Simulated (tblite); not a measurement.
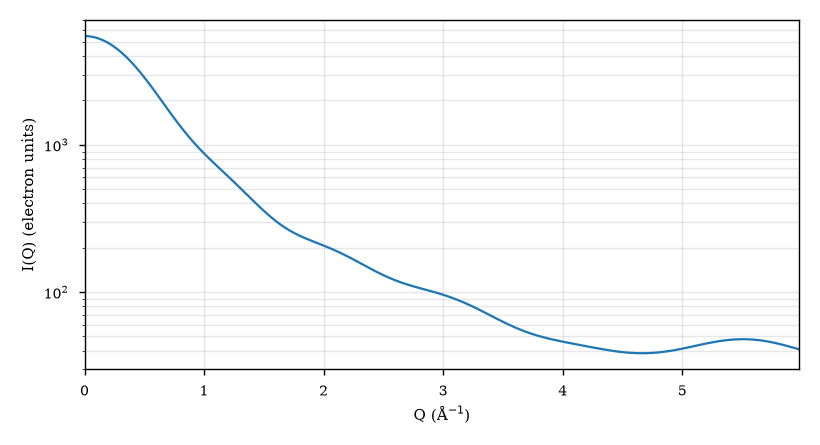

Elastic X-ray scattering of a randomly oriented, rigid molecule, calculated with the Debye equation from neutral-atom form factors (independent atoms, no Compton part, no vibration). The geometry is the end point of an optimisation (tblite 0.8.0, GFN2-xTB geometry optimisation, gas phase); it may be a saddle point or a higher isomer. It contains C, N, H.

**How many electrons does the independent-atom model of the molecule hold?**

I(0) is the square of the electron number: I(0) = 5470, so about 74 electrons, the count of C8H12N2.

**What radius of gyration does the initial fall-off give?**

From I(Q) ≈ I(0) exp(−Q²R²/3) at small Q, R ≈ 2.87 Å. It is larger than the electron-weighted radius of the nuclear positions alone (2.76 Å), because each atom's electron cloud adds to it.
